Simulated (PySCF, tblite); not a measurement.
**C7H10PSi−: geometry, infrared bands and NMR shifts**

What infrared bands and NMR shifts should C7H10PSi− (`C=Cc1cc([SiH3])c(C)[p-]1`) show?

The runs use tblite 0.8.0 and PySCF 2.14.0, with density-fitted response routines of our own; the level of theory stands in each step. All values are computed, except where a source is named. Atoms count from 0, in the outputs and in this text.

**1. Starting geometry**

19 atoms, charge -1, multiplicity 1; geometry from: force field or distance geometry start.

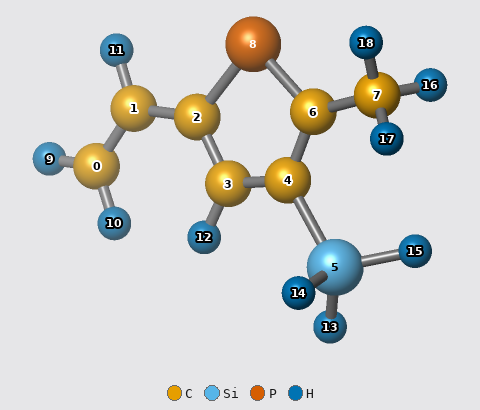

The starting geometry (carbon amber, silicon blue, phosphorus orange, hydrogen blue), atoms numbered; sticks join atoms by distance.

**2. Optimising the geometry with GFN2-xTB**

Job settings and geometry (Å):

```
{"job": {"kind": "relax", "xc": "GFN2-xTB", "basis": "xTB"}, "charge": -1, "multiplicity": 1}
C      3.212800     0.035100    -1.807200
C      2.429500    -0.984600    -1.466300
C      1.186900    -0.818600    -0.728800
C      0.635100     0.376700    -0.336400
C     -0.538200     0.327700     0.339000
Si    -1.391000     1.889700     0.937400
C     -1.100600    -0.886300     0.545500
C     -2.371300    -1.165200     1.251300
P      0.019400    -2.101400    -0.180200
H      4.130600    -0.107900    -2.339700
H      2.914000     1.057900    -1.561000
H      2.714400    -2.027900    -1.701100
H      1.157300     1.327000    -0.535900
H     -1.099200     3.002600     0.005400
H     -0.901800     2.240700     2.279600
H     -2.842300     1.674900     0.897800
H     -3.241300    -1.261900     0.564600
H     -2.615200    -0.420900     2.023700
H     -2.309000    -2.148100     1.804900
```

The run is started by

```bash
> OMP_NUM_THREADS=1 python probes_run.py task.json out
```

The driver reads the jobs from task.json and runs them one after another.

Output:

```text
step      E/eV     max force
  0    -666.16243    3.430
  1    -666.39438    1.027
  2    -666.43853    0.535
  3    -666.47432    0.508
  4    -666.50625    0.473
  5    -666.52587    0.320
  6    -666.54444    0.310
  7    -666.56813    0.424
  8    -666.58839    0.380
  9    -666.59908    0.228
 10    -666.60410    0.214
 11    -666.60847    0.199
 12    -666.61405    0.235
 13    -666.62046    0.216
 14    -666.62663    0.209
 15    -666.63235    0.219
 16    -666.63813    0.199
 17    -666.64348    0.248
 18    -666.64723    0.179
 19    -666.64940    0.106
 20    -666.65110    0.114
 21    -666.65331    0.148
 22    -666.65616    0.171
 23    -666.65881    0.119
 24    -666.66050    0.087
 25    -666.66134    0.091
 26    -666.66187    0.085
 27    -666.66241    0.060
 28    -666.66291    0.063
 29    -666.66337    0.054
 30    -666.66384    0.054
 31    -666.66436    0.053
 32    -666.66487    0.064
 33    -666.66532    0.061
 34    -666.66572    0.063
 35    -666.66614    0.069
 36    -666.66668    0.075
 37    -666.66744    0.077
 38    -666.66840    0.089
 39    -666.66945    0.086
 40    -666.67054    0.080
 41    -666.67167    0.082
 42    -666.67280    0.072
 43    -666.67386    0.080
 44    -666.67485    0.071
 45    -666.67581    0.077
 46    -666.67673    0.073
 47    -666.67755    0.066
 48    -666.67815    0.061
 49    -666.67857    0.041
 50    -666.67891    0.045
 51    -666.67926    0.055
 52    -666.67961    0.048
 53    -666.67995    0.046
 54    -666.68032    0.045
 55    -666.68073    0.058
 56    -666.68123    0.082
 57    -666.68188    0.063
 58    -666.68306    0.080
 59    -666.68394    0.092
 60    -666.68539    0.093
 61    -666.68671    0.086
 62    -666.68772    0.095
 63    -666.68815    0.132
 64    -666.68913    0.062
 65    -666.68975    0.051
 66    -666.69039    0.053
 67    -666.69086    0.064
 68    -666.69153    0.064
 69    -666.69232    0.068
 70    -666.69314    0.083
 71    -666.69367    0.064
 72    -666.69391    0.041
 73    -666.69410    0.049
 74    -666.69426    0.040
 75    -666.69456    0.025
 76    -666.69473    0.024
 77    -666.69489    0.026
 78    -666.69498    0.021
 79    -666.69509    0.023
 80    -666.69522    0.021
 81    -666.69534    0.020
 82    -666.69541    0.014
 83    -666.69545    0.015
 84    -666.69548    0.013
 85    -666.69551    0.013
 86    -666.69555    0.016
 87    -666.69559    0.015
 88    -666.69562    0.013
 89    -666.69564    0.011
 90    -666.69567    0.011
 91    -666.69569    0.014
 92    -666.69572    0.012
 93    -666.69576    0.016
 94    -666.69581    0.018
 95    -666.69588    0.018
 96    -666.69596    0.023
 97    -666.69605    0.020
 98    -666.69612    0.017
 99    -666.69618    0.017
100    -666.69625    0.019
101    -666.69634    0.023
102    -666.69643    0.022
103    -666.69650    0.025
104    -666.69656    0.023
105    -666.69664    0.023
106    -666.69672    0.024
107    -666.69679    0.017
108    -666.69685    0.018
109    -666.69692    0.018
110    -666.69702    0.022
111    -666.69712    0.021
112    -666.69719    0.016
113    -666.69723    0.013
114    -666.69727    0.012
115    -666.69730    0.013
116    -666.69733    0.013
117    -666.69736    0.014
118    -666.69740    0.015
119    -666.69743    0.012
120    -666.69745    0.013
121    -666.69747    0.013
122    -666.69748    0.010
```

It took 0.91 s on 1 thread of Arm Neoverse V2, shared host; peak memory 0.18 GiB.

Along the way: (not every step is listed)

| step | energy from step 0 (eV) | largest force (eV/Å) |
| --- | --- | --- |
| 0 | 0.0000 | 3.4305 |
| 1 | -0.2319 | 1.0269 |
| 2 | -0.2761 | 0.5352 |
| 3 | -0.3119 | 0.5076 |
| 4 | -0.3438 | 0.4725 |
| 5 | -0.3634 | 0.3200 |
| 6 | -0.3820 | 0.3095 |
| 7 | -0.4057 | 0.4243 |
| 8 | -0.4260 | 0.3798 |
| 18 | -0.4848 | 0.1787 |
| 28 | -0.5005 | 0.0635 |
| 38 | -0.5060 | 0.0885 |
| 48 | -0.5157 | 0.0605 |
| 58 | -0.5206 | 0.0802 |
| 68 | -0.5291 | 0.0636 |
| 78 | -0.5326 | 0.0206 |
| 88 | -0.5332 | 0.0126 |
| 98 | -0.5337 | 0.0168 |
| 108 | -0.5344 | 0.0179 |
| 117 | -0.5349 | 0.0139 |
| 118 | -0.5350 | 0.0151 |
| 119 | -0.5350 | 0.0124 |
| 120 | -0.5350 | 0.0132 |
| 121 | -0.5350 | 0.0131 |
| 122 | -0.5351 | 0.0099 |

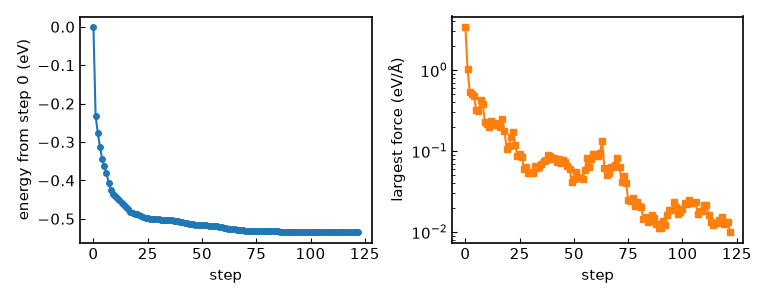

Energy and largest force along the relaxation.

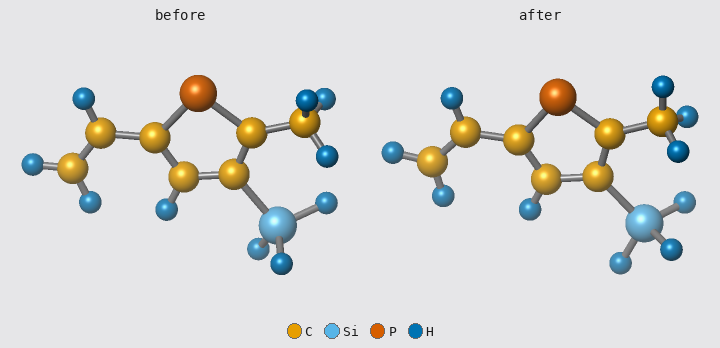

The geometry before (left) and after (right).

Distances of close pairs at the start and the end, largest changes first:

| bond | before (Å) | after (Å) | change (Å) |
| --- | --- | --- | --- |
| C6–P8 | 1.805 | 1.738 | -0.067 |
| C4–C6 | 1.354 | 1.405 | +0.052 |
| C3–C4 | 1.355 | 1.401 | +0.046 |
| C2–P8 | 1.819 | 1.777 | -0.042 |
| C7–H18 | 1.130 | 1.090 | -0.040 |
| C4–Si5 | 1.878 | 1.847 | -0.031 |
| C1–C2 | 1.454 | 1.433 | -0.021 |
| C3–H12 | 1.103 | 1.082 | -0.021 |

The final coordinates are the input of the step that follows.

**3. Infrared spectrum with GFN2-xTB**

Job settings and geometry (Å):

```
{"job": {"kind": "ir", "xc": "GFN2-xTB", "basis": "xTB"}, "charge": -1, "multiplicity": 1}
C      3.230404    -0.096087    -1.904903
C      2.377355    -0.996076    -1.404740
C      1.166786    -0.734526    -0.683841
C      0.622887     0.505531    -0.374651
C     -0.580457     0.441541     0.339509
Si    -1.536314     1.924162     0.885877
C     -0.967769    -0.886923     0.585533
C     -2.216758    -1.251182     1.329374
P      0.147021    -2.051136    -0.063631
H      4.120292    -0.390463    -2.442187
H      3.071701     0.964884    -1.801378
H      2.602485    -2.050653    -1.546099
H      1.081836     1.442230    -0.660417
H     -0.890869     3.177012     0.454759
H     -1.696055     2.045028     2.354019
H     -2.919568     1.988905     0.359634
H     -3.100863    -0.853420     0.822965
H     -2.204006    -0.835603     2.341213
H     -2.317912    -2.333973     1.401503
```

Output:

```text
mode    cm-1     km/mol
  1      76.6      0.16
  2      90.6      0.06
  3     119.9      0.92
  4     130.0      0.18
  5     136.8      0.23
  6     167.3      2.09
  7     200.8      0.28
  8     290.8      0.01
  9     320.7      1.32
 10     393.3      0.08
 11     418.8      7.18
 12     422.8      0.56
 13     501.8      5.64
 14     505.9     22.77
 15     539.8     54.31
 16     563.9     68.50
 17     650.1      0.53
 18     713.5      7.80
 19     757.3     11.64
 20     770.2      0.58
 21     784.6     19.02
 22     819.5    575.72
 23     824.9    178.21
 24     845.9    156.51
 25     880.5    196.10
 26     996.0      5.10
 27    1022.2     11.57
 28    1022.8      3.08
 29    1049.2     16.38
 30    1131.9      9.88
 31    1181.9     18.23
 32    1213.4     17.27
 33    1307.9      0.56
 34    1379.7     49.14
 35    1382.1     77.37
 36    1392.9     17.94
 37    1431.8     39.01
 38    1468.0    212.39
 39    1496.5      0.83
 40    1504.2      6.48
 41    1639.0    184.04
 42    2060.3    579.30
 43    2086.7    477.24
 44    2144.8    388.50
 45    2923.0     77.23
 46    2944.9     94.20
 47    2987.5     45.99
 48    2999.3     43.26
 49    3029.0     91.50
 50    3054.1    149.01
 51    3095.4     81.75
```

Run time: 0.75 s. Hardware: 1 thread of Arm Neoverse V2, shared host; peak memory 0.18 GiB.

Which atoms move in the most intense modes:

| cm⁻¹ | km/mol | atoms |
| --- | --- | --- |
| 820 | 575.7 | H13 31 %, H14 25 %, H15 24 % |
| 825 | 178.2 | H13 56 %, H15 21 %, H14 19 % |
| 880 | 196.1 | C6 20 %, H18 13 %, Si5 10 % |
| 1468 | 212.4 | C2 38 %, C3 34 % |
| 1639 | 184.0 | C1 49 %, C0 38 % |
| 2060 | 579.3 | H14 53 %, H15 43 % |
| 2087 | 477.2 | H15 51 %, H14 41 % |
| 2145 | 388.5 | H13 92 % |

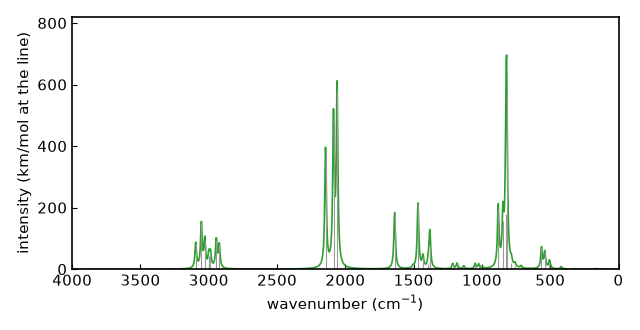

The infrared spectrum from these modes, unscaled. Lines are broadened to a width of 14 cm⁻¹ (Lorentzian).

**4. NMR shieldings: PBE0/pcSseg-1**

The job, as its differences from that of step 3:

```diff
@@ -1,2 +1,2 @@
-{"job": {"kind": "ir", "xc": "GFN2-xTB", "basis": "xTB"}, "charge": -1, "multiplicity": 1}
+{"job": {"kind": "nmr", "xc": "PBE0", "basis": "pcSseg-1"}, "charge": -1, "multiplicity": 1}
 C      3.230404    -0.096087    -1.904903
```

With the program's defaults for keys left out, this is: GIAO PBE0/pcSseg-1 NMR shielding, non-relativistic, gas phase.

Output:

```text
coarse grid: 17056 points
cycle   1  E = -902.8159981768  dE =  1.217e+00  |g| = 5.895e-01  |ddm| = 4.425e+00
cycle   2  E = -902.7219493873  dE =  9.405e-02  |g| = 8.361e-01  |ddm| = 2.201e+00
cycle   3  E = -902.9183633363  dE = -1.964e-01  |g| = 1.640e-01  |ddm| = 1.419e+00
cycle   4  E = -902.9256910488  dE = -7.328e-03  |g| = 4.539e-02  |ddm| = 2.683e-01
cycle   5  E = -902.9261153622  dE = -4.243e-04  |g| = 2.606e-02  |ddm| = 8.197e-02
cycle   6  E = -902.9262964188  dE = -1.811e-04  |g| = 5.791e-03  |ddm| = 3.506e-02
cycle   7  E = -902.9263039341  dE = -7.515e-06  |g| = 2.700e-03  |ddm| = 9.040e-03
final grid: 156032 points
cycle   8  E = -902.9811870360  dE = -2.553e-05  |g| = 1.067e-02  |ddm| = 4.516e-02
cycle   9  E = -902.9811351804  dE =  5.186e-05  |g| = 1.728e-02  |ddm| = 3.048e-02
cycle  10  E = -902.9812163016  dE = -8.112e-05  |g| = 2.682e-03  |ddm| = 2.219e-02
cycle  11  E = -902.9812183856  dE = -2.084e-06  |g| = 4.395e-04  |ddm| = 3.722e-03
cycle  12  E = -902.9812184346  dE = -4.902e-08  |g| = 1.496e-04  |ddm| = 7.278e-04
cycle  13  E = -902.9812184400  dE = -5.402e-09  |g| = 4.910e-05  |ddm| = 2.165e-04
cycle  14  E = -902.9812184405  dE = -4.941e-10  |g| = 2.345e-05  |ddm| = 7.981e-05
converged SCF energy = -902.9812184405

GIAO shielding tensors (ppm)
atom      isotropic    diamagn.    paramagn.     s11        s22        s33       span
  0 C       97.029     254.935    -157.907      3.728    122.747    164.611    160.883
  1 C       39.979     247.885    -207.906    -80.821     48.529    152.229    233.050
  2 C       38.769     264.521    -225.752    -38.491     13.109    141.689    180.180
  3 C       60.434     252.959    -192.525    -24.064     62.777    142.589    166.653
  4 C       76.032     256.403    -180.370      4.185     72.032    151.880    147.695
  5 Si     446.506     882.271    -435.765    402.629    443.010    493.878     91.249
  6 C       23.265     265.114    -241.849   -116.221     36.799    149.217    265.438
  7 C      165.075     246.009     -80.934    154.203    155.709    185.311     31.109
  8 P      171.032     972.093    -801.061     39.721    132.019    341.357    301.636
  9 H       27.841      27.842      -0.001     25.912     25.919     31.692      5.780
 10 H       26.710      34.550      -7.840     23.254     25.943     30.934      7.680
 11 H       24.996      30.267      -5.271     21.898     23.135     29.956      8.058
 12 H       24.142      36.613     -12.471     20.286     24.532     27.608      7.322
 13 H       27.438      30.726      -3.288     23.370     26.703     32.241      8.871
 14 H       27.191      30.262      -3.071     23.783     25.303     32.486      8.703
 15 H       27.196      30.289      -3.093     23.749     25.423     32.416      8.666
 16 H       29.075      29.851      -0.776     24.612     27.844     34.768     10.156
 17 H       29.087      29.816      -0.729     24.616     27.839     34.804     10.187
 18 H       29.179      29.404      -0.226     23.748     29.700     34.087     10.339
```

It took 52 s on 1 thread of Arm Neoverse V2, shared host; peak memory 1 GiB.

The references, computed at this level on geometries of the same kind, shield at (ppm): 1H TMS 31.72, 13C TMS 186.9, 29Si TMS 349.2, 31P H3PO4 318.4. Their shielding less the atom's gives the shift. The references are single molecules in the gas phase, so shifts against H2O, NH3, PH3, H3PO4 or CFCl3 are not on the usual liquid scales and can be off by tens of ppm. Atoms listed in one row are averaged.

| atoms | environment | σ (ppm) | δ (ppm) |
| --- | --- | --- | --- |
| C6 | substituted aromatic carbon | 23.3 | 163.7 |
| C2 | substituted aromatic carbon | 38.8 | 148.2 |
| C1 | alkene CH | 40.0 | 146.9 |
| C3 | aromatic CH | 60.4 | 126.5 |
| C4 | substituted aromatic carbon | 76.0 | 110.9 |
| C0 | terminal =CH2 carbon | 97.0 | 89.9 |
| C7 | methyl carbon on an aromatic ring | 165.1 | 21.9 |
| H12 | hydrogen on an aromatic CH | 24.14 | 7.57 |
| H11 | hydrogen on an alkene CH | 25.00 | 6.72 |
| H10 | hydrogen on a terminal =CH2 carbon | 26.71 | 5.01 |
| H13, H14, H15 | hydrogen on a silicon bonded to C | 27.27 | 4.44 |
| H9 | hydrogen on a terminal =CH2 carbon | 27.84 | 3.88 |
| H16, H17, H18 | hydrogen on a methyl carbon on an aromatic ring | 29.11 | 2.60 |
| Si5 | silicon bonded to C, 3 H | 446.5 | -97.3 |
| P8 | phosphorus bonded to 2 C, in a 5-membered ring | 171.0 | 147.3 |

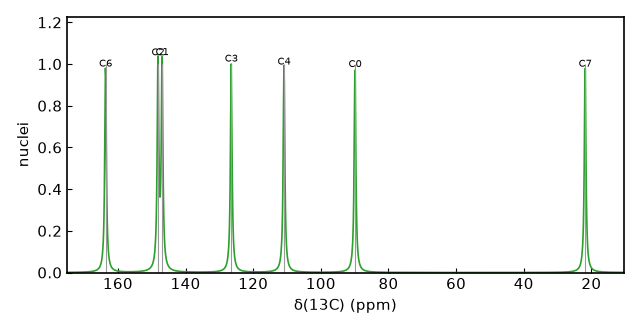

13C lines at the computed shifts, without couplings. Lines are broadened to a width of 0.57 ppm (Lorentzian).

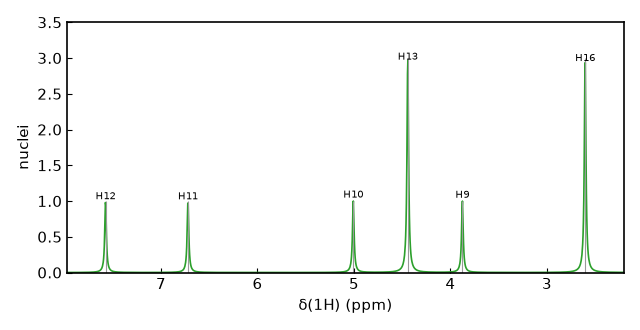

1H lines at the computed shifts, without couplings. Lines are broadened to a width of 0.02 ppm (Lorentzian).

The run also stored atomic charges by several schemes (e):

| atoms | Mulliken | IAO | Hirshfeld | ESP fit |
| --- | --- | --- | --- | --- |
| C0 | -0.20 | -0.41 | -0.18 | -0.66 |
| C1 | -0.08 | -0.11 | -0.07 | -0.05 |
| C2 | -0.46 | -0.27 | -0.12 | 0.07 |
| C3 | -0.07 | -0.20 | -0.11 | -0.27 |
| C4 | -0.28 | -0.36 | -0.16 | -0.37 |
| Si5 | 0.50 | 0.57 | 0.25 | 0.42 |
| C6 | -0.56 | -0.25 | -0.10 | 0.40 |
| C7 | -0.16 | -0.41 | -0.14 | -0.67 |
| P8 | 0.21 | 0.06 | -0.16 | -0.57 |

Mulliken charges:

C0 -0.20; C1 -0.08; C2 -0.46; C3 -0.07; C4 -0.28; Si5 0.50; C6 -0.56; C7 -0.16; P8 0.21; H9 0.07; H10 0.08; H11 0.05; H12 0.02; H13 -0.14; H14 -0.14; H15 -0.14; H16 0.10; H17 0.10; H18 0.09

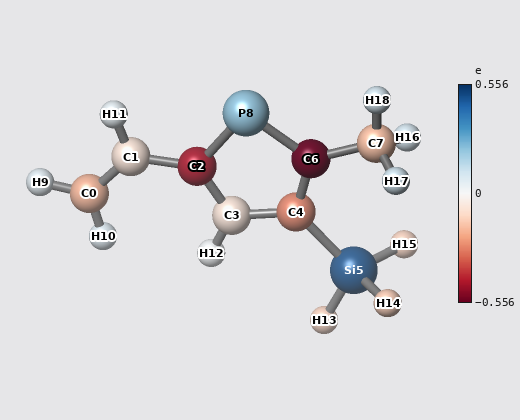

Mulliken charges, as colours on the atoms.

Mayer bond orders: C0–C1 1.86, C1–C2 1.17, C2–C3 1.44, C3–C4 1.37, C4–Si5 1.00, C4–C6 1.34, C6–C7 1.08, C6–P8 1.34, P8–C2 1.14.

Ring of atoms C2, C3, C4, C6, P8: NICS(0) -9.1, NICS(1) -9.9, NICS(1)zz -24.4 ppm (means of both faces).

Orbitals, density, ELF and potential are computed afterwards from the orbital file.

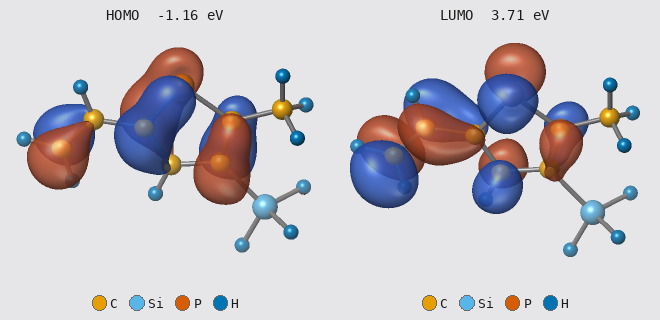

PBE0/pcSseg-1 orbitals near the gap, drawn at the value that encloses 70 % of each; the two colours are the two signs.

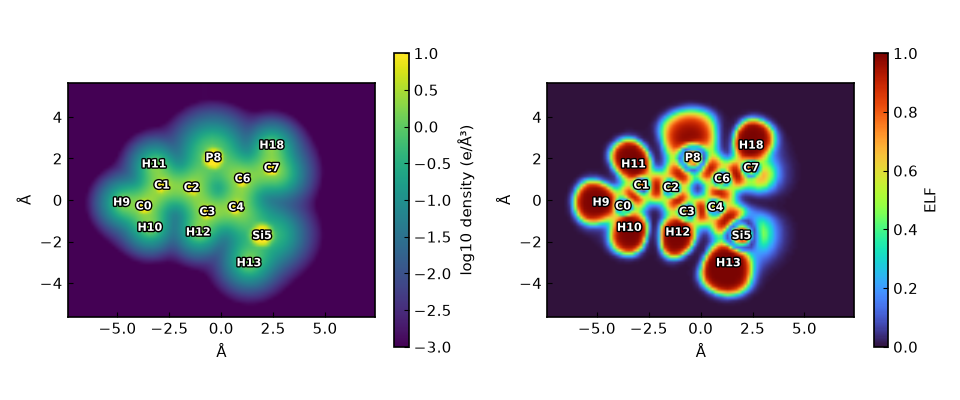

Density (left) and ELF (right) in a plane through or near 15 of the atoms.

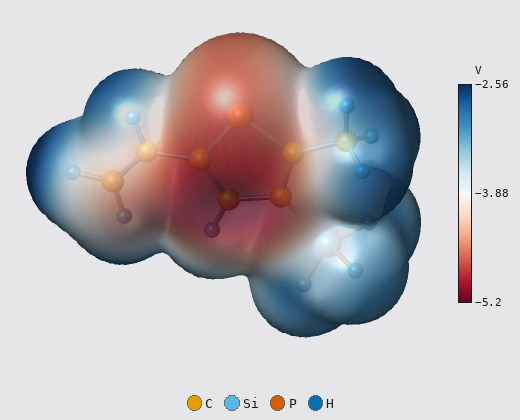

The potential that a unit positive charge feels on the 0.002 e/bohr³ surface, from the 1st to the 99th percentile, from -5.20 V near C2 to -2.56 V near H9.

**5. Summary of results**

```
                                                              quantity                                              value
                             strongest single infrared mode (GFN2-xTB)                              2060 cm⁻¹, 579 km/mol
                                          zero-point energy (GFN2-xTB)                                      85.6 kcal/mol
                                13C shifts against TMS (PBE0/pcSseg-1)  163.7, 148.2, 146.9, 126.5, 110.9, 89.9, 21.9 ppm
1H shifts against TMS (PBE0/pcSseg-1, means over atoms taken as alike)             7.57, 6.72, 5.01, 4.44, 3.88, 2.60 ppm
                               29Si shifts against TMS (PBE0/pcSseg-1)                                          -97.3 ppm
                              31P shifts against H3PO4 (PBE0/pcSseg-1)                                          147.3 ppm
```

What this shows: Over 122 steps the energy fell by 0.535 eV; of the close pairs, C6–P8 changed most, 1.805 to 1.738 Å. No mode is imaginary among the 51: a minimum at this level. The strongest single mode, at 2060 cm⁻¹, moves mainly H14 and H15. GFN2-xTB is a fitted tight-binding method: band positions and strengths are rough. Its intensities can rank the bands wrongly. At PBE0/pcSseg-1: Shielding is most anisotropic at P8 (span 302 ppm, paramagnetic term -801 ppm). NICS(1)zz of -24 ppm above the planar ring from C2 marks a diatropic (aromatic) ring current.
